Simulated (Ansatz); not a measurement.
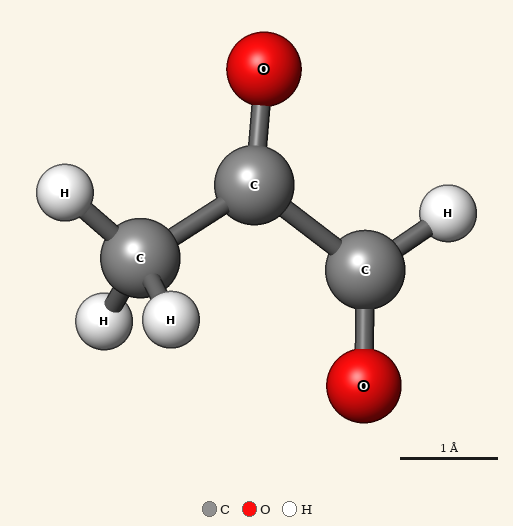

**Figure 1.** The input geometry (ball-and-stick view, seen at a tilt).

## Geometry relaxation, with input and output: C3H4O2

The run: geometry relaxation of C3H4O2. Method and program: RKS PBE-D4/def2-SVP (Ansatz 0.2.0).

The geometry comes from this level: GFN2-xTB.

### What the program printed
```
The last accepted step is kept in [file] (removed where the run ends without a failure and the disk answers)
Engine: ansatz 0.2.0, aarch64-unknown-linux-gnu
Functional definition: PBE
  parameter kappa = 0.804
  parameter beta = 0.06672455060314922
  exchange = pbe_x(kappa = kappa, mu = beta*pi^2/3)
  correlation = pbe_c(beta = beta)
992 factors; their error is unknown
mean field evaluation 1: about -7247.9740 eV, gradient 6.1e1 eV
mean field evaluation 2: about -7234.0798 eV, gradient 1.0e2 eV
mean field evaluation 4: about -7255.7450 eV, gradient 5.0e0 eV
mean field evaluation 8: about -7255.8020 eV, gradient 4.3e-2 eV
mean field evaluation 16: about -7255.7535 eV, gradient 3.0e-5 eV
mean field -7255.75352715 eV, -266.6440239962 hartree, gradient 3.0e-5 eV, S^2 0.000000; 0 other end points of the search recorded, 0 dependent functions left out
the calculation of the forces begins
reference -7255.75355311 eV, -266.6440249505 hartree; 19, 19 occupied and 71, 71 virtual orbitals, 992 factors
relax step   1: F+E_penalty+E_count = -7255.90283970 eV  Δ(F+E_penalty+E_count) = +0.000e0 eV  max|allowed force component| = 1.474e0 eV/Å  Δτ_max = 0.0000 Å  (28 SCF iters, accepted)
these checks for a lower state are left out or cut short: starts, cluster_reference, orbital_swaps, neighbouring_geometries, increment
992 factors; their error is unknown
mean field -7255.81739808 eV, -266.6463712097 hartree, gradient 1.0e-5 eV, S^2 0.000000; 0 other end points of the search recorded, 0 dependent functions left out
the calculation of the forces begins
reference -7255.81742425 eV, -266.6463721713 hartree; 19, 19 occupied and 71, 71 virtual orbitals, 992 factors
relax step   2: F+E_penalty+E_count = -7255.96572168 eV  Δ(F+E_penalty+E_count) = -6.288e-2 eV  max|allowed force component| = 2.360e-1 eV/Å  Δτ_max = 0.0369 Å  (32 SCF iters, accepted)
these checks for a lower state are left out or cut short: starts, cluster_reference, orbital_swaps, neighbouring_geometries, increment
992 factors; their error is unknown
mean field -7255.82167660 eV, -266.6465284423 hartree, gradient 1.1e-5 eV, S^2 0.000000; 0 other end points of the search recorded, 0 dependent functions left out
the calculation of the forces begins
reference -7255.82170284 eV, -266.6465294068 hartree; 19, 19 occupied and 71, 71 virtual orbitals, 992 factors
relax step   3: F+E_penalty+E_count = -7255.96969705 eV  Δ(F+E_penalty+E_count) = -3.975e-3 eV  max|allowed force component| = 8.599e-2 eV/Å  Δτ_max = 0.0151 Å  (33 SCF iters, accepted)
these checks for a lower state are left out or cut short: starts, cluster_reference, orbital_swaps, neighbouring_geometries, increment
992 factors; their error is unknown
mean field evaluation 32: about -7255.8712 eV, gradient 4.7e-1 eV
mean field -7255.82207353 eV, -266.6465430293 hartree, gradient 1.1e-5 eV, S^2 0.000000; 0 other end points of the search recorded, 0 dependent functions left out
the calculation of the forces begins
reference -7255.82209978 eV, -266.6465439942 hartree; 19, 19 occupied and 71, 71 virtual orbitals, 992 factors
relax step   4: F+E_penalty+E_count = -7255.97005803 eV  Δ(F+E_penalty+E_count) = -3.610e-4 eV  max|allowed force component| = 8.062e-3 eV/Å  Δτ_max = 0.0057 Å  (33 SCF iters, accepted)
```

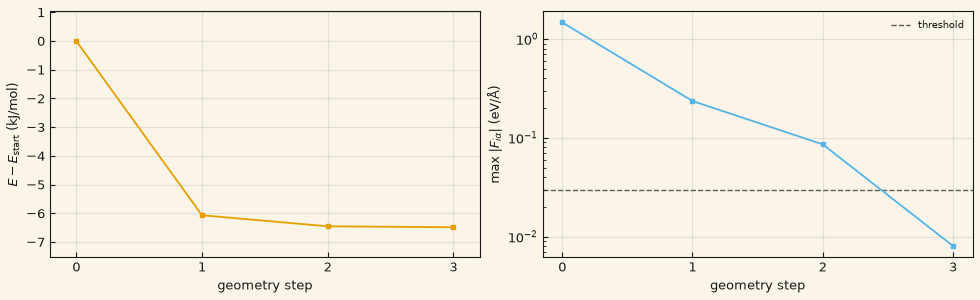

**Figure 2.** Progress of the relaxation, step by step (the first geometry is step 0 here and step 1 in the log).

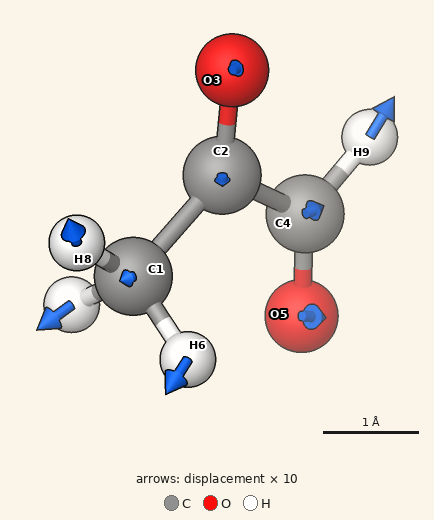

**Figure 3.** The starting structure with the displacements as blue arrows, magnified 10 times (ball-and-stick view, seen at a tilt). The two geometries are laid on each other by the best rigid fit. The atom that moves furthest after the best rigid fit is H9 (0.052 Å). Largest moves by element: H 0.052 Å, O 0.040 Å, C 0.028 Å. Among the contacts that change: C4–H9 1.105 → 1.131 Å, C1–H6 1.085 → 1.110 Å, C1–H8 1.086 → 1.104 Å, C2–O3 1.205 → 1.221 Å. After 3 geometry steps the energy has fallen by 6.49 kJ/mol. Largest force component: 1.5 eV/Å at the start, 0.0081 eV/Å at the end. (Atoms are counted from 1 in the order of the input.)

```
992 factors; their error is unknown
mean field -7255.82207353 eV, -266.6465430293 hartree, gradient 1.8e-5 eV, S^2 0.000000; 1 other end points of the search recorded, 0 dependent functions left out
the calculation of the forces begins
reference -7255.82209978 eV, -266.6465439942 hartree; 19, 19 occupied and 71, 71 virtual orbitals, 992 factors
Total energy: -7255.97008428 eV, -266.6519823243 hartree
Atom 0 at    -1.542406    -0.358493     0.022804 Å, force     0.000689    -0.000637    -0.002561 eV/Å
Atom 1 at    -0.290668     0.475765    -0.029931 Å, force    -0.007887     0.005864     0.000888 eV/Å
Atom 2 at    -0.253243     1.693544    -0.104887 Å, force     0.005740    -0.001264    -0.000328 eV/Å
Atom 3 at     1.048250    -0.289630     0.015927 Å, force     0.005112     0.001691     0.000847 eV/Å
Atom 4 at     1.129921    -1.497569     0.090720 Å, force    -0.000577    -0.008062     0.000039 eV/Å
Atom 5 at    -1.550116    -0.971383     0.948081 Å, force     0.001633    -0.000172    -0.000020 eV/Å
Atom 6 at    -1.548333    -1.085013    -0.816212 Å, force    -0.000075    -0.000406     0.001072 eV/Å
Atom 7 at    -2.436211     0.288697    -0.019488 Å, force     0.001420    -0.000599     0.000405 eV/Å
Atom 8 at     1.943076     0.401152    -0.027694 Å, force    -0.006056     0.003585    -0.000342 eV/Å
Dipole moment:    -0.182420    -0.112411     0.007165 e Å
```

### Trajectory as extended XYZ (Å, eV, eV/Å), 4 frames, from step=1 to step=4
```
9
Properties=species:S:1:pos:R:3:forces:R:3 step=1 energy=-7255.90284
C    -1.5227   -0.3573    0.0242    0.1172   0.3372  -0.2220
C    -0.2936    0.4906   -0.0301   -0.2918  -1.0654   0.0681
O    -0.2721    1.6930   -0.1023    0.1968   1.3232  -0.0822
C     1.0202   -0.2926    0.0151   -0.0667   0.9354  -0.0525
O     1.0916   -1.4858    0.0896   -0.0366  -1.4739   0.0897
H    -1.5101   -0.9440    0.9372   -0.0272  -0.5349   0.6367
H    -1.5051   -1.0626   -0.8096   -0.0340  -0.4543  -0.3740
H    -2.4187    0.2548   -0.0185   -0.5064   0.3855  -0.0271
H     1.9107    0.3610   -0.0263    0.6488   0.5472  -0.0367
9
Properties=species:S:1:pos:R:3:forces:R:3 step=2 energy=-7255.96572
C    -1.5372   -0.3584    0.0233    0.0629   0.1269  -0.0678
C    -0.2922    0.4830   -0.0295   -0.0865  -0.1976   0.0240
O    -0.2601    1.6979   -0.1029    0.0544   0.2360  -0.0181
C     1.0399   -0.2882    0.0163    0.0030   0.0378  -0.0184
O     1.1155   -1.4950    0.0902   -0.0328  -0.1989   0.0172
H    -1.5371   -0.9628    0.9456   -0.0108  -0.1530   0.1741
H    -1.5328   -1.0789   -0.8141   -0.0121  -0.1330  -0.1014
H    -2.4348    0.2749   -0.0206   -0.1194   0.1103  -0.0050
H     1.9390    0.3844   -0.0290    0.1412   0.1713  -0.0045
9
Properties=species:S:1:pos:R:3:forces:R:3 step=3 energy=-7255.96970
C    -1.5419   -0.3588    0.0231    0.0074   0.0158   0.0050
C    -0.2912    0.4780   -0.0298   -0.0087  -0.0083  -0.0534
O    -0.2542    1.6957   -0.1053   -0.0004   0.0041   0.0141
C     1.0469   -0.2883    0.0113    0.0190  -0.0542   0.0860
O     1.1260   -1.4967    0.0906   -0.0089   0.0177  -0.0267
H    -1.5478   -0.9709    0.9487   -0.0026  -0.0029   0.0011
H    -1.5458   -1.0857   -0.8156    0.0011   0.0003   0.0017
H    -2.4371    0.2865   -0.0197    0.0025  -0.0003   0.0021
H     1.9453    0.3973   -0.0242   -0.0095   0.0277  -0.0299
9
Properties=species:S:1:pos:R:3:forces:R:3 step=4 energy=-7255.97006
C    -1.5424   -0.3585    0.0228    0.0007  -0.0006  -0.0026
C    -0.2907    0.4758   -0.0299   -0.0079   0.0059   0.0009
O    -0.2532    1.6935   -0.1049    0.0057  -0.0013  -0.0003
C     1.0482   -0.2896    0.0159    0.0051   0.0017   0.0008
O     1.1299   -1.4976    0.0907   -0.0006  -0.0081   0.0000
H    -1.5501   -0.9714    0.9481    0.0016  -0.0002   0.0000
H    -1.5483   -1.0850   -0.8162   -0.0001  -0.0004   0.0011
H    -2.4362    0.2887   -0.0195    0.0014  -0.0006   0.0004
H     1.9431    0.4012   -0.0277   -0.0061   0.0036  -0.0003
```

The run was set up as follows.

### Input file
```yaml
crystal:
  periodic: [false, false, false]
  atoms:
    - { symbol: C, position_ang: [-1.52265, -0.3573, 0.02421] }
    - { symbol: C, position_ang: [-0.29362, 0.49058, -0.0301] }
    - { symbol: O, position_ang: [-0.27208, 1.69303, -0.10229] }
    - { symbol: C, position_ang: [1.02023, -0.29263, 0.01513] }
    - { symbol: O, position_ang: [1.09163, -1.48584, 0.08959] }
    - { symbol: H, position_ang: [-1.51008, -0.94404, 0.93724] }
    - { symbol: H, position_ang: [-1.5051, -1.0626, -0.80965] }
    - { symbol: H, position_ang: [-2.41872, 0.25484, -0.01848] }
    - { symbol: H, position_ang: [1.91066, 0.36103, -0.02633] }
basis:
  gaussian: { orbitals: def2-SVP }
hamiltonian:
  xc: pbe
  dispersion: d4
relax:
  f_tol: 0.03
  max_steps: 200
```

Launch command:
```bash
ansatz run input.yaml --threads 4 --pin off --max-ram 10240MiB --backend cpu --events-out ev --progress --plain --runs-dir out
```

### Results in brief

```csv
quantity,value
outcome,converged
total energy,−7255.9701 eV
mean-field energy,−7255.8221 eV
SCF solution under orbital rotations,stable
largest force (length of the vector) at the end,0.010 eV/Å
hardware,"4 threads of Arm Neoverse V2, 24 GiB of memory available, shared host"
wall time,3.4 s (CPU time 12 s)
peak memory,0.12 GiB
```
